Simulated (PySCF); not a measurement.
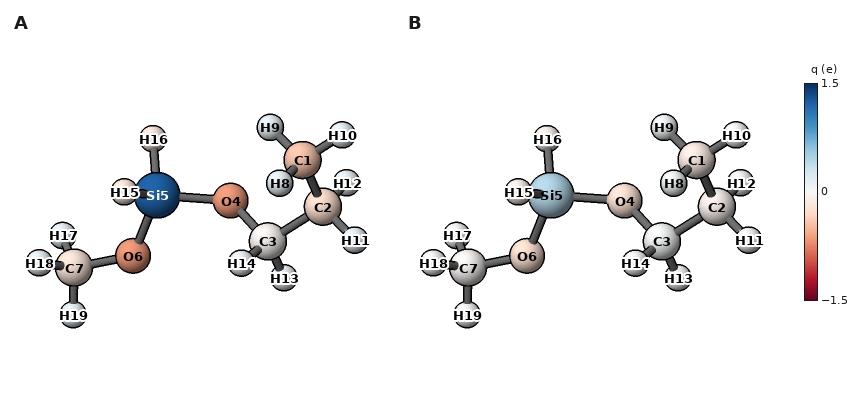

Atomic charges of one calculation by 2 schemes, on one colour scale. The geometry was computed by an optimisation with GFN2-xTB. No frequency run is at hand to confirm it as a minimum. Method: PBE0/pcSseg-1 (PySCF 2.14.0).

Question: The schemes are Hirshfeld, IAO. Which panel shows which?

Answer: A IAO, B Hirshfeld.

List the charges (e), one line for each set of equivalent atoms.

| atom | IAO | Hirshfeld |
| --- | --- | --- |
| C1 | −0.42 | −0.12 |
| C2 | −0.26 | −0.07 |
| C3 | −0.04 | 0.02 |
| O4 | −0.64 | −0.21 |
| Si5 | 1.22 | 0.43 |
| O6 | −0.65 | −0.23 |
| C7 | −0.19 | −0.03 |
| H8 | 0.13 | 0.04 |
| H9 | 0.14 | 0.04 |
| H10 | 0.14 | 0.04 |
| H11 | 0.13 | 0.04 |
| H12 | 0.14 | 0.04 |
| H13 | 0.14 | 0.04 |
| H14 | 0.11 | 0.04 |
| H15 | −0.19 | −0.09 |
| H16 | −0.17 | −0.09 |
| H17 | 0.13 | 0.04 |
| H18 | 0.13 | 0.04 |
| H19 | 0.15 | 0.05 |

The geometry is semi-empirical. Around Si such bond lengths and angles can be off by a tenth of an ångström or more and by several degrees, and values that hang on the shape move with them.
